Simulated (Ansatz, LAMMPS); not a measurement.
# Relaxing a frame of liquid acetonitrile from 298 K (114 atoms)

Aim: bring a frame of liquid acetonitrile from 298 K (114 atoms) to a nearby minimum of the energy and see what moves.

Method: Kohn-Sham DFT, PBE+D4, PAW (set soft_2), plane waves, in Ansatz 0.2.0.

## Step 1: The structure

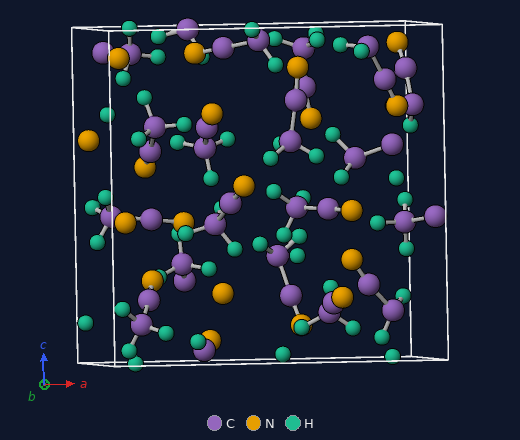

The starting structure, seen slightly off an axis (carbon purple, nitrogen orange, hydrogen teal). Bonds to atoms that aren't drawn are left out. Some periodic images of atoms are drawn too.

The cell holds 114 atoms: 38 C, 19 N and 57 H. Its edges and angles: a = 11.832 Å, b = 11.832 Å, c = 11.832 Å, α = 90.0°, β = 90.0°, γ = 90.0°. 19 acetonitrile placed at random, at 0.782 g/cm³; overlaps pushed apart, then 10 ps at 398 K with MMFF94 bonds, angles, torsions, charges and radii (Halgren, J. Comput. Chem. 17, 490 (1996)) in harmonic and 12-6 forms. Snapshot after 20 ps at 298 K and fixed volume.

Limits known from the start: The network of contacts between molecules at the start is that of the classical potential that made the cell. The Brillouin zone is sampled at Γ only, in a cell whose shortest periodic width is 12 Å.

## Step 2: How the cell was made

A classical potential supplies the starting structure, since it reaches far longer times than DFT.

This step: classical MD, MMFF94 bonds, angles, torsions, charges and radii (Halgren, J. Comput. Chem. 17, 490 (1996)) in harmonic and 12-6 forms (LAMMPS 22 Jul 2025 - Update 4).

File in.lmp:

```
# liquid acetonitrile
units real
atom_style full
boundary p p p
bond_style harmonic
angle_style harmonic
dihedral_style opls
improper_style harmonic
special_bonds lj 0 0 0.5 coul 0 0 0.75
read_data data.lmp
neigh_modify delay 0 every 1 check yes one 4000
comm_modify cutoff 12.0
timestep 0.5
thermo_style custom step time temp pe press density
thermo_modify norm yes
# push overlapping molecules apart
pair_style soft 2.6
pair_coeff * * 0.0
variable a equal ramp(1,60)
fix ad all adapt 1 pair soft a * * v_a
velocity all create 398 704968 mom yes dist gaussian
fix lim all nve/limit 0.03
fix lan all langevin 398 398 50 704969 zero yes
thermo 1000
run 3000 post no
unfix ad
pair_style lj/cut/coul/long 9.0
pair_modify mix arithmetic tail yes
pair_coeff 1 1 0.0678 3.3680   # C
pair_coeff 2 2 0.0678 3.5530   # C
pair_coeff 3 3 0.0721 3.3270   # N
pair_coeff 4 4 0.0216 2.5400   # H
kspace_style pppm 1.0e-4
thermo 100
# [... 16 lines left out ...]
compute msd all msd com yes
thermo 5000
fix md all nvt temp 298 298 100
run 20000 post no
print "== T298: mean square displacement over the hold $(c_msd[4]:%.2f) A^2"
unfix md
uncompute msd
write_dump all custom T298.dump id type xs ys zs modify sort id
```

The run is started by

```console
> lmp -in in.lmp -log none -nocite
```

Numbers of over 12 decimals in the logs are rounded to 6 here.

Log:

```text
LAMMPS (22 Jul 2025 - Update 4)
Reading data file ...
  orthogonal box = (0 0 0) to (11.83169 11.83169 11.83169)
  114 atoms
  orthogonal box = (0 0 0) to (11.83169 11.83169 11.83169)
  95 bonds
  133 angles
   Step          Time           Temp          PotEng         Press         Density
         0   0              398            0.10460528     3296.2642      0.78200083
      1000   500            349.7723       0.88694535     8093.7641      0.78200083
      2000   1000           451.39594      0.91292235     5713.3919      0.78200083
      3000   1500           373.67906      0.78362379     4838.8809      0.78200083
Loop time of 0.201475 s on 1 MPI rank(s) for 3000 steps with 114 atoms
PPPM initialization ...
  G vector (1/distance) = 0.28114086
  grid = 6 6 6
  estimated relative force accuracy = 3.2659558e-05
   Step          Time           Temp          PotEng         Press         Density
      3000   1500           373.67906      0.9007452      15233.435      0.78200083
      3100   1550           373.67906     -1.2901599      2784.309       0.78200083
      3200   1600           373.67906     -1.4184104      2136.1691      0.78200083
      3300   1650           373.67906     -1.4629213      1059.0538      0.78200083
Loop time of 0.404167 s on 1 MPI rank(s) for 300 steps with 114 atoms
Minimization stats:
  Stopping criterion = max iterations
  Energy initial, next-to-last, final =
     0.900745201737829  -1.46255954658189  -1.46292130088834
  Force two-norm initial, final = 425.76449 5.8323937
  Iterations, force evaluations = 300 599
   Step          Time           Temp          PotEng         Press         Density
         0   0              398           -1.4629213      1285.146       0.78200083
      1000   500            419.70656     -0.4080087      2188.8572      0.78200083
      2000   1000           374.68453     -0.36209328     4746.9692      0.78200083
Loop time of 0.990739 s on 1 MPI rank(s) for 2000 steps with 114 atoms
   Step          Time           Temp          PotEng         Press         Density
      2000   1000           374.68453     -0.36209328     4746.9692      0.78200083
[... 5 lines left out ...]
Loop time of 5.09874 s on 1 MPI rank(s) for 10000 steps with 114 atoms
   Step          Time           Temp          PotEng         Press         Density
[... 4 lines left out ...]
Loop time of 2.52777 s on 1 MPI rank(s) for 5000 steps with 114 atoms
   Step          Time           Temp          PotEng         Press         Density
[... 2 lines left out ...]
     25000   24000          299.74573     -0.59578567    -5670.4708      0.78200083
     30000   29000          301.50729     -0.67030258    -5398.903       0.78200083
     35000   34000          282.49902     -0.51713615     9840.0315      0.78200083
     37000   36000          310.11026     -0.73517147    -2548.3242      0.78200083
Loop time of 10.0207 s on 1 MPI rank(s) for 20000 steps with 114 atoms
== T298: mean square displacement over the hold 20.35 A^2
```

Elapsed: 19 s, on 1 thread of Arm Neoverse N1, shared host; peak memory 0.12 GiB.

The input also reads data.lmp (atoms, bonds and types; not printed here).

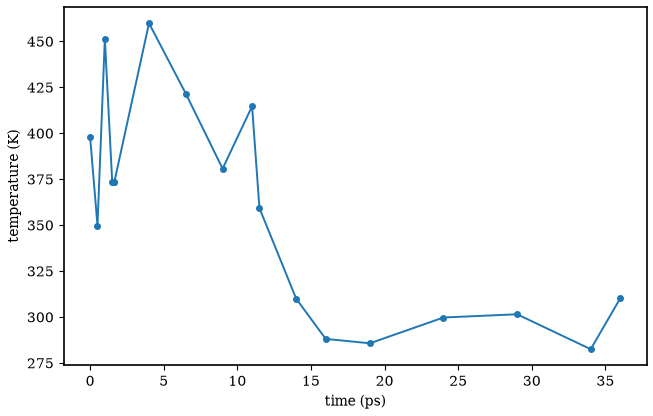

Temperature, plotted against time.

## Step 3: Single point at the start

The forces at the start show how far the geometry lies from a minimum of this functional.

File input.yaml:

```yaml
crystal:
  lattice:
    - [11.83169, 0.0, 0.0]
    - [0.0, 11.83169, 0.0]
    - [0.0, 0.0, 11.83169]
  atoms:
    - { symbol: C, position: [0.69818, 0.46956, 0.14316] }
    - { symbol: C, position: [0.69827, 0.35033, 0.17308] }
    - { symbol: "N", position: [0.71458, 0.25314, 0.18973] }
    - { symbol: H, position: [0.61755, 0.4975, 0.0991] }
    - { symbol: H, position: [0.77017, 0.48913, 0.09461] }
    - { symbol: H, position: [0.70958, 0.5267, 0.2167] }
    - { symbol: C, position: [0.83513, 0.93612, 0.59591] }
    - { symbol: C, position: [0.94135, 0.88295, 0.63463] }
    - { symbol: "N", position: [0.02675, 0.83825, 0.6639] }
    - { symbol: H, position: [0.77212, 0.95705, 0.66656] }
    - { symbol: H, position: [0.78722, 0.88189, 0.54004] }
    - { symbol: H, position: [0.85594, 0.01475, 0.54514] }
    - { symbol: C, position: [0.93278, 0.86238, 0.14027] }
    - { symbol: C, position: [0.85601, 0.81326, 0.21926] }
    - { symbol: "N", position: [0.80348, 0.78177, 0.29485] }
    - { symbol: H, position: [0.97274, 0.94379, 0.18164] }
    - { symbol: H, position: [0.90022, 0.88264, 0.06063] }
    - { symbol: H, position: [0.00466, 0.80917, 0.12101] }
    - { symbol: C, position: [0.30225, 0.84932, 0.2908] }
    - { symbol: C, position: [0.32014, 0.95871, 0.24001] }
    - { symbol: "N", position: [0.33378, 0.05238, 0.21064] }
    - { symbol: H, position: [0.37558, 0.7948, 0.27541] }
    - { symbol: H, position: [0.22712, 0.81007, 0.25357] }
    - { symbol: H, position: [0.29429, 0.85796, 0.38094] }
    - { symbol: C, position: [0.66381, 0.72818, 0.92849] }
    - { symbol: C, position: [0.66892, 0.756, 0.81174] }
    - { symbol: "N", position: [0.68725, 0.77503, 0.71812] }
    - { symbol: H, position: [0.57755, 0.72803, 0.95821] }
    - { symbol: H, position: [0.70906, 0.79588, 0.97043] }
    - { symbol: H, position: [0.69648, 0.64872, 0.95297] }
    - { symbol: C, position: [0.96438, 0.52029, 0.75708] }
    - { symbol: C, position: [0.95178, 0.57542, 0.86474] }
    - { symbol: "N", position: [0.93493, 0.63719, 0.94151] }
    - { symbol: H, position: [0.9634, 0.58118, 0.69425] }
    - { symbol: H, position: [0.89906, 0.45808, 0.75568] }
    - { symbol: H, position: [0.04431, 0.47839, 0.7444] }
    - { symbol: C, position: [0.06199, 0.58371, 0.43855] }
    - { symbol: C, position: [0.18332, 0.59376, 0.42871] }
    - { symbol: "N", position: [0.28263, 0.61768, 0.41679] }
    - { symbol: H, position: [0.0386, 0.51465, 0.49769] }
    - { symbol: H, position: [0.01684, 0.56349, 0.36327] }
    - { symbol: H, position: [0.01455, 0.66068, 0.46627] }
    - { symbol: C, position: [0.15521, 0.83456, 0.91947] }
    - { symbol: C, position: [0.08641, 0.93733, 0.92353] }
    - { symbol: "N", position: [0.02932, 0.01665, 0.91755] }
    - { symbol: H, position: [0.24089, 0.85724, 0.90938] }
    - { symbol: H, position: [0.12752, 0.78029, 0.8475] }
    - { symbol: H, position: [0.14953, 0.78863, 0.99688] }
    - { symbol: C, position: [0.90347, 0.24181, 0.4114] }
    - { symbol: C, position: [0.9862, 0.15215, 0.42705] }
    - { symbol: "N", position: [0.04771, 0.0743, 0.42641] }
    - { symbol: H, position: [0.91265, 0.30421, 0.47651] }
    - { symbol: H, position: [0.81785, 0.2032, 0.41004] }
    - { symbol: H, position: [0.91178, 0.28138, 0.33078] }
    - { symbol: C, position: [0.10632, 0.21448, 0.12013] }
    - { symbol: C, position: [0.14019, 0.31126, 0.19123] }
    - { symbol: "N", position: [0.1602, 0.38916, 0.24806] }
    - { symbol: H, position: [0.07029, 0.24005, 0.0427] }
    - { symbol: H, position: [0.04423, 0.16245, 0.16802] }
    - { symbol: H, position: [0.17341, 0.16072, 0.0941] }
    - { symbol: C, position: [0.33374, 0.22784, 0.41485] }
    - { symbol: C, position: [0.36986, 0.12532, 0.4782] }
    - { symbol: "N", position: [0.40242, 0.04804, 0.52955] }
    - { symbol: H, position: [0.36225, 0.30362, 0.46129] }
    - { symbol: H, position: [0.24499, 0.22899, 0.38883] }
    - { symbol: H, position: [0.39123, 0.22758, 0.33989] }
    - { symbol: C, position: [0.37398, 0.8277, 0.63569] }
    - { symbol: C, position: [0.36837, 0.71768, 0.69792] }
    - { symbol: "N", position: [0.37534, 0.62981, 0.73925] }
    - { symbol: H, position: [0.29805, 0.88199, 0.6532] }
    - { symbol: H, position: [0.38935, 0.81638, 0.54421] }
    - { symbol: H, position: [0.44656, 0.87219, 0.66015] }
    - { symbol: C, position: [0.62946, 0.67566, 0.45487] }
    - { symbol: C, position: [0.71346, 0.58732, 0.45016] }
    - { symbol: "N", position: [0.77532, 0.50809, 0.44439] }
    - { symbol: H, position: [0.55673, 0.63771, 0.50406] }
    - { symbol: H, position: [0.5894, 0.67974, 0.37363] }
    - { symbol: H, position: [0.65744, 0.75784, 0.48227] }
    [... 30 atom lines left out ...]
    - { symbol: C, position: [0.29447, 0.51821, 0.99357] }
    - { symbol: C, position: [0.33822, 0.62832, 0.03585] }
    - { symbol: "N", position: [0.36729, 0.71891, 0.06288] }
    - { symbol: H, position: [0.20666, 0.52566, 0.97406] }
    - { symbol: H, position: [0.30126, 0.45796, 0.06332] }
    - { symbol: H, position: [0.33164, 0.48559, 0.91164] }
kpoints:
  mp_grid: { grid: [1, 1, 1] }
hamiltonian:
  xc: pbe
  dispersion: d4
scf:
  occupations: { method: fixed }
output:
  forces: true
  stress: true
  populations: intrinsic
  dos:
    method: { smearing: { sigma: 0.15 } }
    de: 0.1
    projected: { site_lists: { C: [C], H: [H], "N": ["N"] } }
  eigenvalues: true
```

The run is started by

```console
> ansatz run input.yaml --threads 4 --pin off --max-ram 8192MiB --backend cpu --events-out ev --progress --plain --runs-dir out
```

Log:

```text
Engine: ansatz 0.2.0, aarch64-unknown-linux-gnu
Pseudopotentials: kind: paw
Pseudopotential: C, paw, valence charge 4, recommended cutoff 420 eV (normal), C.paw.azcp
Pseudopotential: N, paw, valence charge 5, recommended cutoff 420 eV (normal), N.paw.azcp
Pseudopotential: H, paw, valence charge 1, recommended cutoff 420 eV (normal), H.paw.azcp
[... 5 lines on functional and potentials left out ...]
Crystal: 114 atoms, lattice volume = 1656.305 Å³
Basis set: ecut = 420 eV, 32423 PW (Γ), exchange–correlation on 160×160×160 points (8 copies of the dense FFT grid, shifted against one another)
Bands: 266, of which v1, the nominal top of the filled ones, is band 152 counted from 1 (151 counted from 0)
Symmetry: 1 space group operations
Space group: P1 (ITA 1), of the structure as read, at distance tolerance 1.2e-4 Å
k-points: 1
[... 7 lines on functional and potentials left out ...]
Initial density: superposition of atomic densities (neutral atoms: chi_scale 0, normalization atom), corrected by the library's trained network
Initial wavefunctions: pseudopotential atomic-orbital guess
Functional: x = pbe(κ = 0.804, μ = 0.219515), c = pbe(β = 0.066725)
SCF iter   1: F=—  HF=-17736.779858 eV  |F-HF|=—  |Δ(HF+E_count)|=         —  Δρ=3.25e-3  dr2=2.43e-1  ethr=1.77e-3  ⟨swp⟩=5.0  Hψ=915  notcnv=0  defer=105
preconditioner: auto → Resta (q_TF=auto, 2.057 Å⁻¹)  ε∞=2.3  [insulator: Δε(μ)=5.916 eV  Ē_g=14.138 eV  n_scr=250 (ndim 8)  ℏωp=15.9 eV  f_vac=0.277  ε∞_Penn≈2.3]
SCF iter   2: F=—  HF=-17736.818797 eV  |F-HF|=—  |Δ(HF+E_count)|=   3.89e-2  Δρ=1.99e-3  dr2=8.32e-2  ethr=8.00e-5  ⟨swp⟩=2.0  Hψ=455  notcnv=0  defer=112
SCF iter   3: F=—  HF=-17736.826220 eV  |F-HF|=—  |Δ(HF+E_count)|=   7.42e-3  Δρ=1.07e-3  dr2=3.26e-2  ethr=2.74e-5  ⟨swp⟩=3.0  Hψ=316  notcnv=0  defer=112
SCF iter   4: F=—  HF=-17736.826852 eV  |F-HF|=—  |Δ(HF+E_count)|=   6.32e-4  Δρ=2.87e-4  dr2=2.44e-3  ethr=1.07e-5  ⟨swp⟩=3.0  Hψ=311  notcnv=0  defer=112
SCF iter   5: F=—  HF=-17736.826337 eV  |F-HF|=—  |Δ(HF+E_count)|=   5.16e-4  Δρ=2.28e-4  dr2=1.11e-3  ethr=8.04e-7  ⟨swp⟩=3.0  Hψ=316  notcnv=0  defer=112
SCF iter   6: F=—  HF=-17736.826115 eV  |F-HF|=—  |Δ(HF+E_count)|=   2.22e-4  Δρ=9.61e-5  dr2=1.76e-4  ethr=3.66e-7  ⟨swp⟩=2.0  Hψ=315  notcnv=0  defer=112
SCF iter   7: F=—  HF=-17736.826113 eV  |F-HF|=—  |Δ(HF+E_count)|=   2.10e-6  Δρ=2.51e-5  dr2=1.25e-5  ethr=5.80e-8  ⟨swp⟩=2.0  Hψ=312  notcnv=0  defer=112
SCF iter   8: F=—  HF=-17736.826266 eV  |F-HF|=—  |Δ(HF+E_count)|=   1.53e-4  Δρ=1.88e-5  dr2=7.16e-6  ethr=4.10e-9  ⟨swp⟩=2.0  Hψ=458  notcnv=0  defer=112
SCF iter   9: F=—  HF=-17736.826264 eV  |F-HF|=—  |Δ(HF+E_count)|=   1.26e-6  Δρ=4.73e-6  dr2=4.01e-7  ethr=2.36e-9  ⟨swp⟩=2.0  Hψ=309  notcnv=0  defer=112
SCF iter  10: F=—  HF=-17736.826265 eV  |F-HF|=—  |Δ(HF+E_count)|=   1.25e-7  Δρ=2.44e-6  dr2=1.25e-7  ethr=3.29e-11  ⟨swp⟩=16.0  Hψ=2076  notcnv=0
SCF iter  11: F=-17736.826265 eV  HF=-17736.826265 eV  |F-HF|=2.44e-8  |Δ(HF+E_count)|=   1.99e-9  Δρ=1.31e-6  dr2=3.57e-8  ethr=3.29e-11  ⟨swp⟩=4.0  Hψ=708  notcnv=0
SCF 1 converged in 11 iterations: F = -17736.826265 eV  dr2 = 3.57e-8
  greatest PAW one-centre occupation: 0.845 electrons in one spin orbital (limit 2), on the N atom at site 80 (counted from 0), in its partial waves of l = 0
SCF converged after 11 iterations
Free energy (F): -17736.826265 eV
Harris-Foulkes:  -17736.826265 eV  (|F-HF|=2.44e-8)
Internal energy: -17736.826265 eV  (E = F + TS)
E sigma→0 (E₀):  -17736.826265 eV
Fermi energy:    -3.451118 eV
--- Per-component energies (eV) ---
  E_band       = -2665.294953
  E_kinetic    = 6585.901072
  E_local      = -19819.729304  (includes V_loc(G=0)·N_el)
  E_nonlocal   = 2050.150451
  E_hartree    = 6731.498868
  E_xc         = -3416.637637
  E_vxc        = -4280.619216  (∫ρ·V_xc dr)
  E_paw        = -6226.863768  (= ΣΔE_a)
  E_vpaw       = -663.919813  (= ΣTr[D̂ρ^β])
  E_aug_tail   = -0.075120  (compensation charges beyond the density's cutoff)
  E_ewald      = -3636.576009
  E_disp       = -4.494818  (pairwise vdW)
  E_smearing   = -0.000000  (= −TS)
  E_closure    = 0.000000  (closes the sum)
  Σ components = -17736.826265   (vs F -17736.826265, Δ=0.00e0)
--- Forces (eV/Å), atoms counted from 1 ---
  atom   1  C     -2.02183811     0.65878625     0.92709509
  atom   2  C      0.79593075    -1.62559404     0.11194571
  atom   3  N     -0.67095796     1.98324969    -0.14948482
  atom   4  H      0.99986703    -0.54692116     0.35805037
  atom   5  H      1.15702618     0.09014262    -1.32263816
  atom   6  H     -0.26704764    -0.53791711     0.12070721
  atom   7  C      0.02057707     1.37037586     0.50840672
  atom   8  C      1.46934153    -1.05849079     0.63170767
  atom   9  N     -2.57670037     1.36269510    -0.89209468
  atom  10  H      1.32351685    -0.24556080    -0.80908081
  atom  11  H      0.07577363    -0.56458210    -0.29363462
  atom  12  H     -0.10384347    -0.77942757     0.75225151
  atom  13  C      1.96898683     1.71849960     1.70043941
  atom  14  C      0.74723840     0.29407931    -0.28016410
[...]
atom 113  H      0.11559950    -0.25818314    -0.15913474
  atom 114  H      0.15230639     0.62962717     1.16738582
  max |Σ_I F_I| component: 1.27e-4 eV/Å
--- Stress (GPa, compression-positive) ---
       -0.688321       0.361158      -0.250924
        0.361158      -1.132136      -0.197112
       -0.250924      -0.197112       0.776039
  P = ⅓ Tr σ = -0.3481 GPa (-3.481 kbar)
--- Band table (eV) ---
  k-point 0: bands = ["-19.2515", "-18.9692", "-18.9529", "-18.8676", [... 250 levels ...], "7.7358", "7.7630", "7.7961", "7.8506", "7.8813", "7.9348", "7.9557", "8.0068", "8.0399", "8.0664", "8.1653", "8.1926"]
--- intrinsic populations: 114 sites ---
  site symbol       q [e]
     0      C      4.5845
     1      C      3.8207
     2      N      5.2930
[...]
113      H      0.7606
  spilling = 0.000000 (of n_electrons = 304.000000)
```

Run time: 31 s. Hardware: 4 threads of Arm Neoverse N1, shared host; peak memory 1.6 GiB.

Reading the cycles: dr2 is the Hartree energy of the density residual (eV), the measure of convergence; HF is the Harris–Foulkes estimate of the energy, which meets the free energy F at convergence.

Read from the output:

```
free energy                                      : -17736.8263 eV
free energy per atom                             : -155.5862 eV/atom
SCF cycles                                       : 11
pressure                                         : -0.3481 GPa
r.m.s. force component                           : 1.004 eV/Å
longest force                                    : 6.552 eV/Å
Fermi energy                                     : -3.451 eV
gap (highest filled to lowest empty level) : 5.75 eV
```

The r.m.s. force component of 1.0 eV/Å and the pressure of -0.35 GPa set the starting point.

Neighbours are counted within 1.34 Å (H-C), 1.85 Å (C-C), 1.62 Å (C-N).

Length of the force by element and coordination:

```csv
element,coordination,atoms,mean length of the force (eV/Å),spread,least,most
C,all,38,1.91,1.13,0.687,6.55
C,2,19,2.06,1.49,0.687,6.55
C,4,19,1.77,0.516,0.802,3.12
H,all,57,0.969,0.523,0.160,2.47
N,all,19,1.63,1.42,0.199,5.08
```

[end of part 1 of 3]

[Logs are printed without paths, hosts, clocks, repeated set-up lines and the standing remarks that a program may print on its own settings, such as how far it seeks lower states.]

[Hosts, paths, dates, database ids (printed as entryN), source tags and the programs' standing remarks are cut or masked in the printed files.]

[The MMFF94 radii named for the starting cell were scaled by 0.96; in molecules described by MMFF94, hydrogen bound to N, O or S took a small fixed 12-6 site in their place.]
